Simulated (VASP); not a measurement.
# Cl on Cu(111): binding against coverage, part 3 of 10

Aim: adsorption energy and work function of Cl on Cu(111) from low coverage to a full layer.

VASP 6.6.1, plane waves and PAW; the level of theory is named at each step.

So far. Step 4 (Relaxing the atoms): Energy at zero smearing: -3.57317 eV. Step 5 (Surface relaxation, cell 1 x 1, k-mesh 12×12×1): The run ended after 7 ionic steps, 0.003 eV below its first step, once the forces on the free atoms met EDIFFG = -0.03.

### 6. The vacuum level, cell 1 x 1, k-mesh 12×12×1

Level of this step: PBE; plane waves and PAW (Cu) (VASP).

A static run writes the electrostatic potential without exchange and correlation (LVHAR), which is flat in the vacuum and gives the level to count from. The dipole correction cancels the field that unlike faces would set up across the vacuum.

Contents of INCAR:

```
SYSTEM = Cu
PREC = Normal
ENCUT = 330
EDIFF = 1E-06
NELM = 120
ISMEAR = 1
SIGMA = 0.15
LREAL = .FALSE.
ALGO = Fast
GGA = PE
NBANDS = 28
LASPH = .TRUE.
LORBIT = 11
LWAVE = .FALSE.
LCHARG = .FALSE.
KPAR = 8
IDIPOL = 3
LDIPOL = .TRUE.
DIPOL = 0.5 0.5 0.499
LVHAR = .TRUE.
LVACPOTAV = .TRUE.
```

Contents of POSCAR:

```
Cu
1.0
    2.5656253229      0.0000000000      0.0000000000
    1.2828126614      2.2218967062      0.0000000000
    0.0000000000      0.0000000000     21.2844729122
Cu
4
Selective dynamics
Direct
    0.0000000000      0.0000000000      0.3523695400  F F F
    0.3333333300      0.3333333300      0.4507898500  F F F
    0.6666666700      0.6666666700      0.5480826032  T T T
    0.0000000000      0.0000000000      0.6455477947  T T T
```

Contents of KPOINTS:

```
Automatic mesh
0
Gamma
12 12 1
0 0 0
```

PAW data sets: Cu (PBE family, release 64).

Run with:

```console
$ mpirun -np 8 vasp_std
```

What it wrote:

```text
[... set-up lines as in an earlier step ...]
 entering main loop
       N       E                     dE             d eps       ncg     rms          rms(c)
DAV:   1     0.320765251452E+03    0.32077E+03   -0.15400E+04  1064   0.147E+03
DAV:   2     0.519038235316E+01   -0.31557E+03   -0.30562E+03  1064   0.340E+02
DAV:   3    -0.165824385045E+02   -0.21773E+02   -0.20714E+02  1136   0.139E+02
DAV:   4    -0.172321708852E+02   -0.64973E+00   -0.64628E+00  1192   0.278E+01
DAV:   5    -0.172485541643E+02   -0.16383E-01   -0.16381E-01  1252   0.354E+00    0.148E+01
RMM:   6    -0.155227334621E+02    0.17258E+01   -0.36032E+01  1150   0.914E+01    0.856E+00
RMM:   7    -0.140243808657E+02    0.14984E+01   -0.77037E+00  1107   0.459E+01    0.118E+00
RMM:   8    -0.140259797348E+02   -0.15989E-02   -0.40324E-01  1158   0.530E+00    0.729E-01
RMM:   9    -0.140301440523E+02   -0.41643E-02   -0.88088E-02  1206   0.309E+00    0.336E-01
RMM:  10    -0.140314224056E+02   -0.12784E-02   -0.29811E-02  1308   0.152E+00    0.349E-01
RMM:  11    -0.140271552121E+02    0.42672E-02   -0.62545E-03  1209   0.979E-01    0.174E-01
RMM:  12    -0.140260956888E+02    0.10595E-02   -0.23711E-03  1233   0.578E-01    0.128E-01
RMM:  13    -0.140256596776E+02    0.43601E-03   -0.16746E-03  1191   0.460E-01    0.541E-02
RMM:  14    -0.140256232653E+02    0.36412E-04   -0.55374E-04  1279   0.226E-01    0.334E-02
RMM:  15    -0.140257043497E+02   -0.81084E-04   -0.23901E-04  1230   0.139E-01    0.208E-02
RMM:  16    -0.140258230460E+02   -0.11870E-03   -0.97978E-05  1202   0.111E-01    0.108E-02
RMM:  17    -0.140258813340E+02   -0.58288E-04   -0.42241E-05  1268   0.541E-02    0.782E-03
RMM:  18    -0.140259678757E+02   -0.86542E-04   -0.28335E-05  1208   0.385E-02    0.424E-03
RMM:  19    -0.140259724468E+02   -0.45711E-05   -0.57579E-06   972   0.236E-02    0.273E-03
RMM:  20    -0.140259886558E+02   -0.16209E-04   -0.54248E-06   912   0.170E-02    0.299E-03
RMM:  21    -0.140259916089E+02   -0.29531E-05   -0.12530E-06   735   0.137E-02    0.174E-03
RMM:  22    -0.140260019122E+02   -0.10303E-04   -0.94360E-07   752   0.105E-02    0.239E-03
RMM:  23    -0.140260026582E+02   -0.74597E-06   -0.23402E-07   679   0.675E-03
 -----------------------------------------------------------------------------
|                                                                             |
|           W    W    AA    RRRRR   N    N  II  N    N   GGGG   !!!           |
|           W    W   A  A   R    R  NN   N  II  NN   N  G    G  !!!           |
|           W    W  A    A  R    R  N N  N  II  N N  N  G       !!!           |
|           W WW W  AAAAAA  RRRRR   N  N N  II  N  N N  G  GGG   !            |
|           WW  WW  A    A  R   R   N   NN  II  N   NN  G    G                |
|           W    W  A    A  R    R  N    N  II  N    N   GGGG   !!!           |
|                                                                             |
|     Did not find any points to average over, which means that no vacuum     |
|     field-free region was found. Please increase the size of  your cell     |
|     in the dimension of the dipole correction to obtain accurate            |
|     workfunction values.                                                    |
|                                                                             |
 -----------------------------------------------------------------------------

   1 F= -.14026003E+02 E0= -.14024702E+02  d E =-.390165E-02
```

Wall time 4.4 s (8 MPI ranks of Intel Xeon 6975P-C (Granite Rapids), shared host); peak memory 1.2 GiB.

Parts of OUTCAR (step 6):

```text
   NELECT =      44.0000    total number of electrons

 dipolmoment           0.000000      0.000000     -0.000243 electrons x Angstroem

 E-fermi :   0.0427

 k-point     1 :       0.0000    0.0000    0.0000
  band No.  band energies     occupation
    ...
     21      -1.6160      2.00000
     22      -1.4682      2.00000
     23      -1.4682      2.00000
     24      -1.0688      2.00000
     25      -0.0551      1.88393
     26       4.3575      0.00000
     27       4.4273      0.00000
     28       5.7132      0.00000

  Total       -0.8429679     -0.8429679     -0.1885859      0.0000000      0.0000000     -0.0000000
  in kB      -11.1311909    -11.1311909     -2.4902320      0.0000000      0.0000000     -0.0000000
  external PRESSURE =      -8.2508713 kB  Pullay stress =       0.0000000 kB

 POSITION                                       TOTAL-FORCE (eV/Angst)
 -----------------------------------------------------------------------------------
      0.00000      0.00000      7.50000         0.000000     -0.000000      0.090419
      1.28281      0.74063      9.59482        -0.000000      0.000000     -0.075308
      2.56563      1.48126     11.66565        -0.000000     -0.000000     -0.007642
      0.00000      0.00000     13.74014         0.000000      0.000000     -0.007469
 -----------------------------------------------------------------------------------
    total drift:                               -0.000005     -0.000003      0.011116

  FREE ENERGIE OF THE ION-ELECTRON SYSTEM (eV)
  ---------------------------------------------------
  free  energy   TOTEN  =       -14.0260026582 eV

  energy  without entropy=      -14.0221010035  energy(sigma->0) =      -14.02470211

 vacuum level on the upper side and lower side of the slab         4.827         4.836

[... 6 parts as in an earlier step ...]

[... 11 further parts left out ...]
```

This step gave:

```
electronic cycles                          : 23
Fermi energy                               : 0.0427 eV
dipole moment                              : 0, 0, -2.43e-4 e·Å
vacuum levels                              : 4.839, 4.846 eV
work functions of the upper and lower face : 4.796, 4.804 eV
```

The planar average of the electrostatic potential oscillates, so the rows of the table below give means over windows of 2 Å about each position, cut where the curve ends. Its maxima inside the range that stand out by 2 % of the span (Å: eV): 8.5: 0.573, 10.6: 0.464, 12.7: 0.394. Its minima: 7.5: -14.7, 9.6: -14.8, 11.6: -14.9, 13.7: -14.8.

Zero at the Fermi level. Planar average of the electrostatic potential against height; means over each step:

```tsv
height (Å)	planar average of the electrostatic potential (eV)
0	4.80
2	4.80
4	4.79
6	2.38
8	-7.32
10	-7.56
12	-7.62
14	-7.09
16	4.47
18	4.79
20	4.80
```

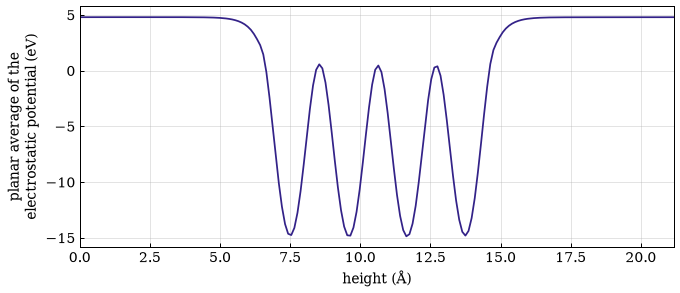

Planar average of the electrostatic potential against height.

Force by atom:

```tsv
atom	x (eV/Å)	y (eV/Å)	z (eV/Å)	size
Cu1	0.0000	0.0000	0.0904	0.0904
Cu2	0.0000	0.0000	-0.0753	0.0753
Cu3	0.0000	0.0000	-0.0076	0.0076
Cu4	0.0000	0.0000	-0.0075	0.0075
```

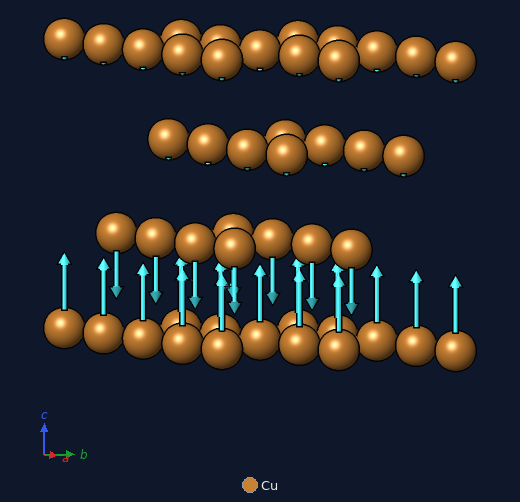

Force as arrows, the longest 0.0904 eV/Å. 4×2×1 cells are drawn. Some periodic images of atoms are drawn too.

The vacuum level lies 4.80 eV above the Fermi level at the upper face; both faces agree, as the slab has next to no dipole.

The program found no field-free point at its default tolerance, and its printed vacuum level lies off the flat part of the planar average, by -0.01 eV at the upper face; the levels here are read from the flat part.

(Continued in part 4 of 10.)

[Lines on the potential files, build, host, timing and source positions are cut from VASP's logs without a mark.]

[Logs are printed without paths, hosts, clocks, repeated set-up lines and the standing remarks that a program may print on its own settings, such as how far it seeks lower states.]

[Hosts, paths, dates, database ids (printed as entryN), source tags and the programs' standing remarks are cut or masked in the printed files.]

[Runs that stopped without an error message from VASP are left out.]
